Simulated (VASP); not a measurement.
Given:

```
CELL_PARAMETERS angstrom
      0.00000     3.29791     3.29791
      3.29791     0.00000     3.29791
      3.29791     3.29791     0.00000
ATOMIC_POSITIONS crystal
  Hg 0.00000 0.00000 0.00000
  Te 0.25000 0.25000 0.25000
```

Computed with rev-vdW-DF2, VASP's PBE PAW potentials (set 64) (plane waves; VASP). Numerical set-up: 520 eV cut-off, 11×11×11 Γ-centred mesh, tetrahedra with Blöchl corrections, potentials Hg Te.

Unless said otherwise, spin-orbit coupling is left out, though it shifts the bands of the heavy elements here.

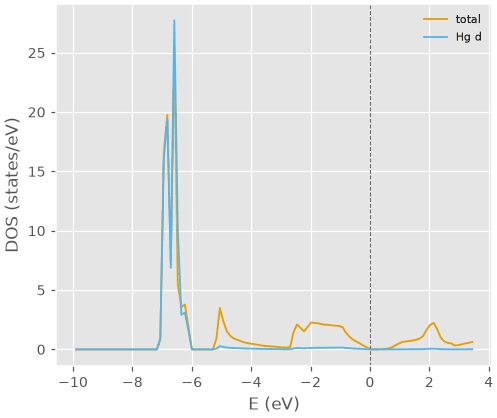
Fig. 1. Total and projected density of states, zero at the Fermi level

Within 2 eV below the Fermi level the largest weight inside VASP's projection spheres is Te p.

It has no gap at this level: it comes out as a metal or semimetal.

The compound is HgTe in the zinc blende structure. It was relaxed first, which changed the volume by +6 %.
